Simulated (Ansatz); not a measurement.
**SnPb2Se3: one candidate of a structure search**

Where does this trial cell of SnPb2Se3 go when cell and atoms are let free?

Computed with Ansatz 0.2.0 (DFT PBE, scalar-relativistic, plane waves, PAW, unless a step's input says otherwise).

## Step 1: Starting point

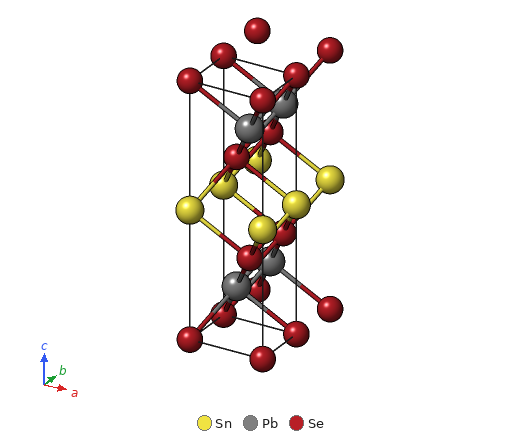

Start, viewed slightly off an axis; tin yellow, lead grey, selenium red. 1×2×1 cells are drawn. Atoms on the faces are drawn again on the opposite ones.

Coordinates:

```
Sn Pb Se
1.0
     4.35175    0.00000    0.00000
    -2.17588    3.76873    0.00000
     0.00000    0.00000   10.65957
Sn Pb Se
1 2 3
Direct
  0.00000 0.00000 0.50000
  0.66667 0.33333 0.83333
  0.33333 0.66667 0.16667
  0.00000 0.00000 0.00000
  0.66667 0.33333 0.33333
  0.33333 0.66667 0.66667
```

The start is an ordering of an alloy on its end members' structure types: elements ordered on the sites of the SnSe type, Pb/Sn on Sn (P-3m1, No. 164).

## Step 2: The guess as it stands, on a coarse mesh

File input.yaml:

```yaml
crystal:
  lattice:
    - [4.35175094, 0.0, 0.0]
    - [-2.17587547, 3.76872686, 0.0]
    - [0.0, 0.0, 10.65956929]
  atoms:
    - { symbol: Sn, position: [0.0, 0.0, 0.5] }
    - { symbol: Pb, position: [0.66666667, 0.33333333, 0.83333333] }
    - { symbol: Pb, position: [0.33333333, 0.66666667, 0.16666667] }
    - { symbol: Se, position: [0.0, 0.0, 0.0] }
    - { symbol: Se, position: [0.66666667, 0.33333333, 0.33333333] }
    - { symbol: Se, position: [0.33333333, 0.66666667, 0.66666667] }
basis:
  ecutwfc: 420
kpoints:
  mp_grid: { grid: [6, 6, 2] }
hamiltonian:
  xc: pbe
scf:
  occupations: { method: gaussian, width: 0.1 }
  lower_state_search: "off"
output:
  forces: true
  stress: true
  eigenvalues: true
```

The run is started by

```console
$ ansatz run input.yaml --threads 1 --pin off --max-ram 2560MiB --backend cpu --events-out ev --progress --plain --runs-dir out
```

Log, cut to the lines that bear on the results:

```text
Warning: RAYON_NUM_THREADS=1 ignored (pool sized by the plan → 1); use --threads N
[...]
Pseudopotentials: kind: paw
Pseudopotential: Sn, paw, valence charge 14, recommended cutoff 420 eV (normal), Sn.paw.azcp
Pseudopotential: Pb, paw, valence charge 14, recommended cutoff 420 eV (normal), Pb.paw.azcp
Pseudopotential: Se, paw, valence charge 16, recommended cutoff 420 eV (normal), Se.paw.azcp
Functional definition: PBE
[...]
Crystal: 6 atoms, lattice volume = 174.823 Å³
Basis set: ecut = 420 eV, 3437 PW (Γ), exchange–correlation on 60×60×144 points (8 copies of the dense FFT grid, shifted against one another)
Bands: 54, of which v1, the nominal top of the filled ones, is band 45 counted from 1 (44 counted from 0)
Symmetry: 12 space group operations
Space group: P-3m1 (ITA 164), of the structure as read, at distance tolerance 5.6e-5 Å
k-points: 14 of 72
[...]
SCF iter   1: F=—  HF=-46247.360454 eV  |F-HF|=—  |Δ(HF+E_count)|=         —  Δρ=6.47e-4  dr2=1.18e-3  ethr=1.77e-3  ⟨swp⟩=8.1  Hψ=2992  notcnv=0
[...]
SCF iter   6: F=-46247.357786 eV  HF=-46247.357786 eV  |F-HF|=1.94e-8  |Δ(HF+E_count)|=   9.84e-9  Δρ=2.43e-6  dr2=1.50e-8  ethr=8.13e-11  ⟨swp⟩=6.5  Hψ=3244  notcnv=0
[...]
SCF converged after 6 iterations
Free energy (F): -46247.357786 eV
[...]
E sigma→0 (E₀):  -46247.355493 eV
Entropy (-TS):   -0.004585 eV (-0.764 meV/atom)
Fermi energy:    8.738467 eV
[...]
--- Forces (eV/Å), atoms counted from 1 ---
  atom   1  Sn    -0.00000000     0.00000000     0.00000000
  atom   2  Pb    -0.00000000    -0.00000000    -0.02984667
  atom   3  Pb     0.00000000     0.00000000     0.02984667
  atom   4  Se    -0.00000000     0.00000000     0.00000000
  atom   5  Se     0.00000000    -0.00000000     0.29626579
  atom   6  Se    -0.00000000     0.00000000    -0.29626579
[...]
--- Stress (GPa, compression-positive) ---
        0.351590       0.000000       0.000000
        0.000000       0.351590       0.000000
        0.000000       0.000000       0.370992
  P = ⅓ Tr σ = 0.3581 GPa (3.581 kbar)
--- Band table (eV; the first three rows and the last of 14) ---
[...]
```

It took 6.3 s on 1 thread of Intel Xeon Platinum 8375C at 2.90GHz (Ice Lake), shared host; peak memory 0.5 GiB.

Read-out: pressure 0.4 GPa, largest force 0.30 eV/Å, gap on this mesh 0.11 eV. The relaxation goes to the converged mesh at once.

## Step 3: Relaxation on the finer mesh

input.yaml: that of step 2 with these lines changed.

```diff
@@ -15,3 +15,3 @@
 kpoints:
-  mp_grid: { grid: [6, 6, 2] }
+  mp_grid: { grid: [12, 12, 4] }
 hamiltonian:
@@ -19,4 +19,3 @@
 scf:
-  occupations: { method: gaussian, width: 0.1 }
-  lower_state_search: "off"
+  occupations: { method: gaussian, width: 0.01 }
 output:
@@ -25 +24,10 @@
   eigenvalues: true
+  write_density: true
+  write_potential: true
+  elf: true
+  volumetric_format: npy
+relax:
+  adjacent_minimum: "off"
+  f_tol: 0.01
+  max_steps: 80
+  cell: { stress_tol: 0.05 }
```

The run is started by

```console
$ ansatz run input.yaml --threads 1 --pin off --max-ram 2560MiB --backend cpu --events-out ev --progress --plain --runs-dir out
```

Log, cut to the lines that bear on the results:

```text
Warning: RAYON_NUM_THREADS=1 ignored (pool sized by the plan → 1); use --threads N
[...]
Pseudopotentials: kind: paw
Pseudopotential: Sn, paw, valence charge 14, recommended cutoff 420 eV (normal), Sn.paw.azcp
Pseudopotential: Pb, paw, valence charge 14, recommended cutoff 420 eV (normal), Pb.paw.azcp
Pseudopotential: Se, paw, valence charge 16, recommended cutoff 420 eV (normal), Se.paw.azcp
Functional definition: PBE
[...]
Crystal: 6 atoms, lattice volume = 174.823 Å³
Basis set: ecut = 420 eV, 3437 PW (Γ), exchange–correlation on 60×60×144 points (8 copies of the dense FFT grid, shifted against one another)
Bands: 54, of which v1, the nominal top of the filled ones, is band 45 counted from 1 (44 counted from 0)
Symmetry: 12 space group operations
Space group: P-3m1 (ITA 164), of the structure as read, at distance tolerance 5.6e-5 Å
k-points: 69 of 576
[...]
  P = ⅓ Tr σ = -0.0073 GPa (-0.073 kbar)
--- Band table (eV; the first three rows and the last of 69) ---
[...]
--- Relaxed structure (4 steps of the walk, 4 accepted, 1 SCFs on fresh bases) ---
  F+E_penalty+E_count = -46247.38247941 eV   max|allowed force component| = 1.191e-3 eV/Å   (the final SCF, on the basis selected at the relaxed cell)
  cell:  # Å, volume = 176.0255 Å³
    - [4.360807376439564, 1.99852907046768e-34, 0.0]
    - [-2.180403688219782, 3.776569969007232, -2.7692431123627376e-33]
    - [0.0, -7.83260233870376e-33, 10.688362095896963]
  atoms:
    - { symbol: Sn, position: [-4.071160353692963e-34, -1.0052017797682311e-34, 0.5] }
    - { symbol: Pb, position: [0.6666666666666666, 0.3333333333333333, 0.8305724744112978] }
    - { symbol: Pb, position: [0.3333333333333333, 0.6666666666666666, 0.16942752558870197] }
    - { symbol: Se, position: [5.096289303732322e-34, 1.443480402191448e-34, 0.0] }
    - { symbol: Se, position: [0.6666666666666666, 0.3333333333333333, 0.3399362238531575] }
    - { symbol: Se, position: [0.3333333333333333, 0.6666666666666666, 0.6600637761468423] }
```

Run time: 3 min. Hardware: 1 thread of Intel Xeon Platinum 8375C at 2.90GHz (Ice Lake), shared host; peak memory 0.78 GiB.

The steps of the relaxation:

| step | energy from step 1 (eV/cell) | largest force component (eV/Å) | pressure (GPa) | volume (Å³) |
| --- | --- | --- | --- | --- |
| 1 | 0.0000 | 0.2956 | 0.40 | 174.82 |
| 2 | -0.0021 | 0.2204 | -0.31 | 177.12 |
| 3 | -0.0230 | 0.0025 | -0.04 | 176.14 |
| 4 | -0.0230 | 0.0012 | -0.01 | 176.03 |
| 5 | -0.0232 | 0.0012 | -0.01 | 176.03 |

Step 1 is the start. Step 5 repeats the geometry before it on a plane-wave basis chosen anew for that cell, so its energy need not be comparable with the rows above.

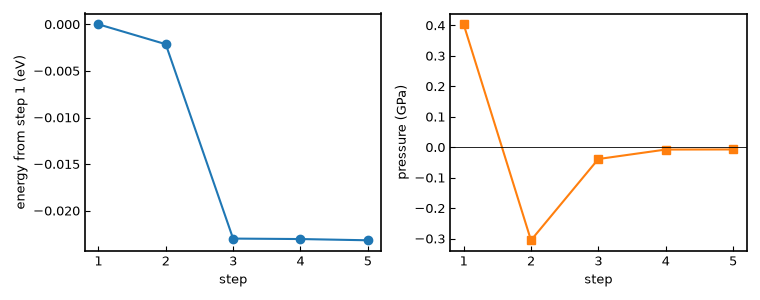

Energy and pressure along the relaxation.

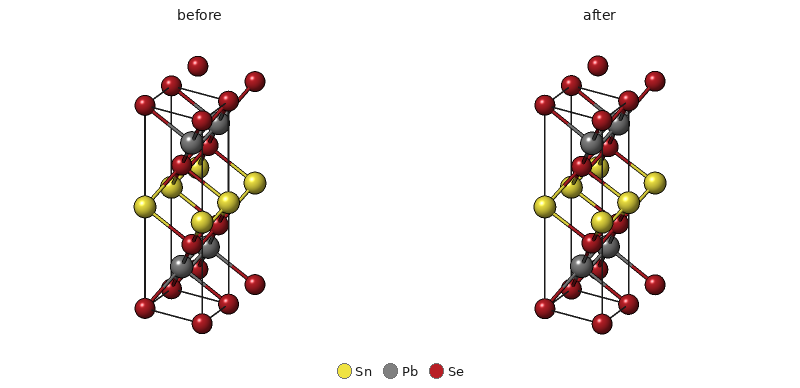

The structure before (left) and after (right) the relaxation, drawn at the same scale.

|  | before | after | change |
| --- | --- | --- | --- |
| a (Å) | 4.352 | 4.361 | +0.2 % |
| b (Å) | 4.352 | 4.361 | +0.2 % |
| c (Å) | 10.660 | 10.688 | +0.3 % |
| volume (Å³/atom) | 29.14 | 29.34 | +0.7 % |
| shortest distance (Å) | 3.077 | 3.044 | -1.1 % |
| space group (0.01 Å) | P-3m1 | P-3m1 | same |

Forces and stress were held to the start's 12 operations: a distortion of lower symmetry was not tested.

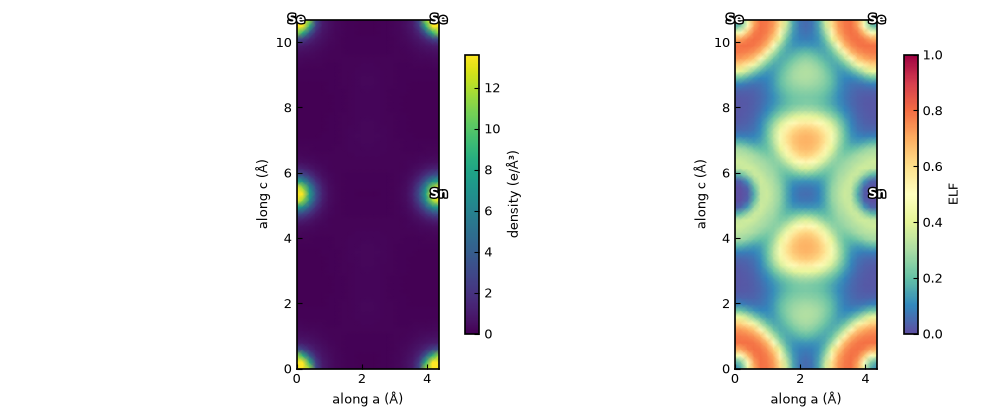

Density (left) and ELF (right) in a lattice plane of the grid's cell (edges 4.36 and 10.69 Å, at 0.000 of the third edge), which holds Sn and Se. Only atoms in the plane are labelled; the density scale stops at 13.60 e/Å³. Both are smooth fields of the valence electrons: close to the nuclei they are not physical.

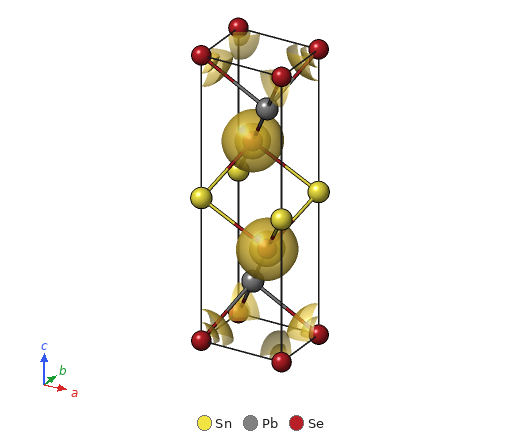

Surface of ELF = 0.74, drawn in one cell.

The highest ELF values outside the cores: 0.80 in the shell around Se, 0.9 Å from Se.

## Step 4: Summary of results

| quantity | value |
| --- | --- |
| symmetry at the end (tolerance 0.02 Å) | space group P-3m1 (No. 164) |
| conventional cell | a = 4.361 Å, b = 4.361 Å, c = 10.688 Å, α = 90.00°, β = 90.00°, γ = 120.00° |
| volume | 29.34 Å³/atom |
| energy over the elements, grey Sn | -0.52 eV/atom |
| gap on the mesh | 0.12 eV |

**Reading.** The space group P-3m1 (No. 164) is kept, and the volume per atom grows by 0.7 % from the first guess. A negative formation energy is needed for stability but isn't enough; other structures and compounds were not set against it here. No finished test with a distortion of lower symmetry is shown, so the end may be a saddle point. These runs have no spin-orbit coupling; with Pb it would split and shift bands.
